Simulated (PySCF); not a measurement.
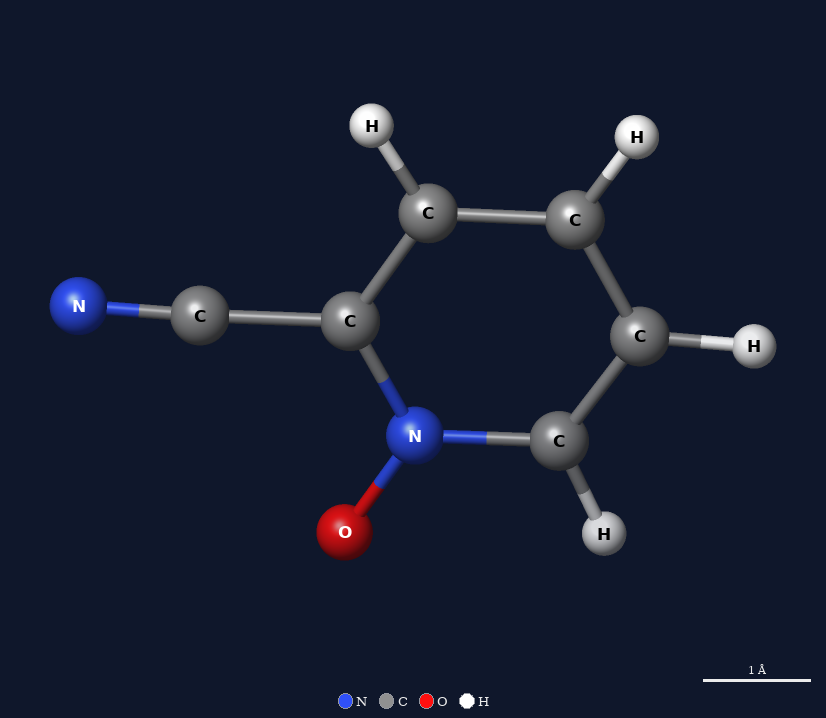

A ball-and-stick model of a molecule. Every bond is drawn as one stick, whatever its order.

The geometry was computed by an optimisation with GFN2-xTB. No frequency run is at hand to confirm it as a minimum.

Identify the structure.

It has 13 atoms: 6 carbon, 4 hydrogen, 2 nitrogen and 1 oxygen (C₆H₄N₂O). As SMILES it reads `N#Cc1cccc[n+]1[O-]`. Independent rings (smallest set): 1 of 6 members, 1 of them aromatic. Among its groups: nitrile. The point group is Cs. All atoms lie on one plane. Coordination: 1 C linear; 5 C trigonal planar; 1 N trigonal planar.

The parts below concern this one geometry. Atoms keep their numbers from picture to picture.

### Dipole moment

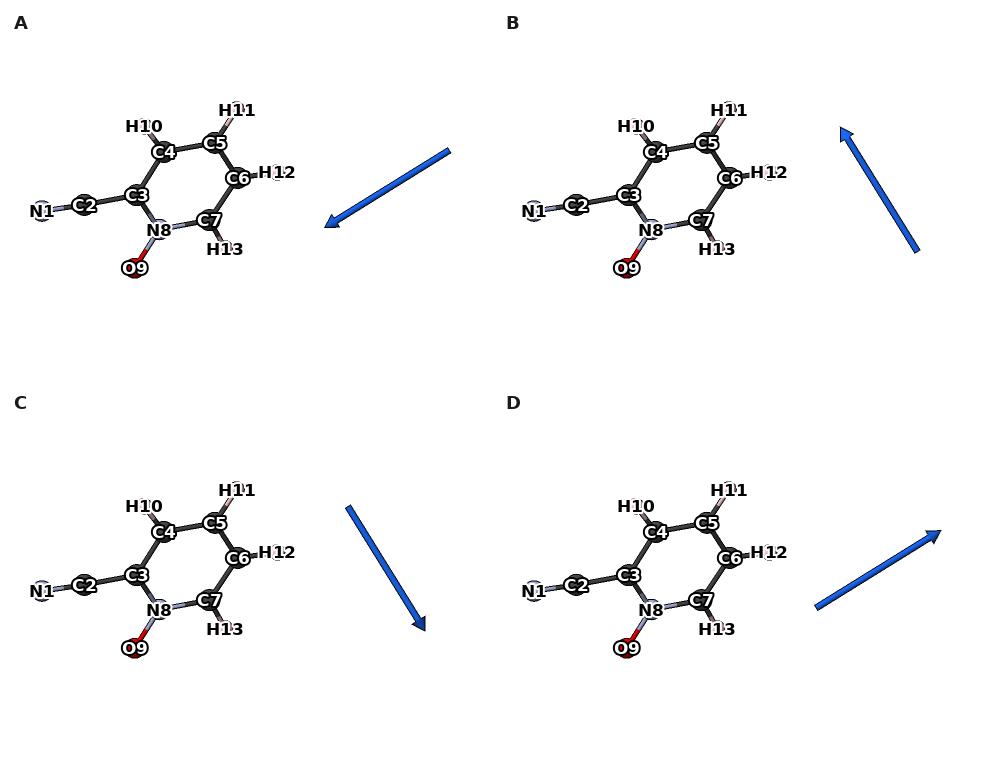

The same molecule four times, each with an arrow. No frequency run is at hand to confirm it as a minimum. Level of theory: ωB97X-D/def2-SVPD, gas phase (PySCF 2.14.0).

**Which arrow points along the dipole moment, from the negative to the positive end?**

D. The dipole moment is 7.11 D; it points from the side of N1 to the side of H11, H12 (the outermost atoms at the two ends).

### Polarisability

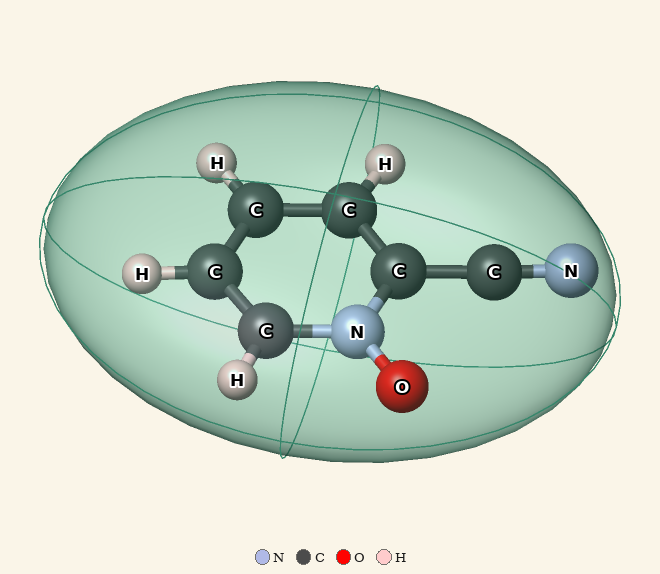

The ellipsoid shows the static dipole polarisability: its half-axes are proportional to the principal values. No frequency run is at hand to confirm it as a minimum. Method: ωB97X-D/def2-SVPD (PySCF 2.14.0).

**Give the principal values, the mean and the anisotropy.**

Principal values 47.8, 95.6, 119.7 bohr³; mean 87.7 bohr³ (13.00 Å³); anisotropy 63.4 bohr³, so the longest axis is 2.50 times the shortest.

### Excitation

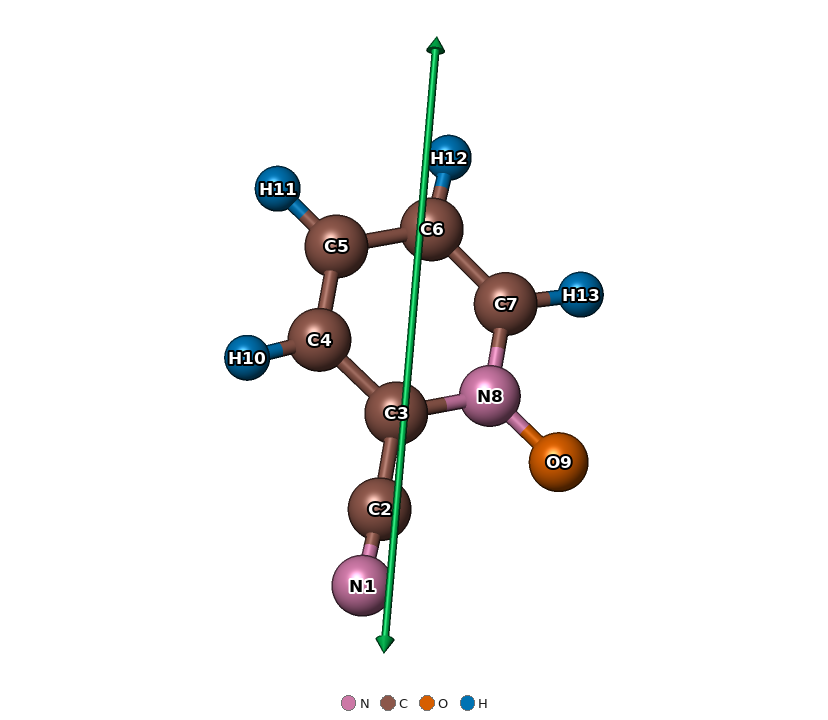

The double arrow shows the direction of the transition dipole to excited singlet state 5 (its length means nothing). No frequency run is at hand to confirm it as a minimum. Properties computed with TDDFT ωB97X-D/def2-SVPD, vertical, gas phase, core orbitals frozen in the response (PySCF 2.14.0).

**How is the transition polarised?**

In the molecular plane, nearly parallel to the C7–N8 bond.

**Give its energy, strength and character.**

5.89 eV (210 nm), oscillator strength 0.49, mainly HOMO−2 → LUMO (weight 0.72); transition dipole 4.68 D.
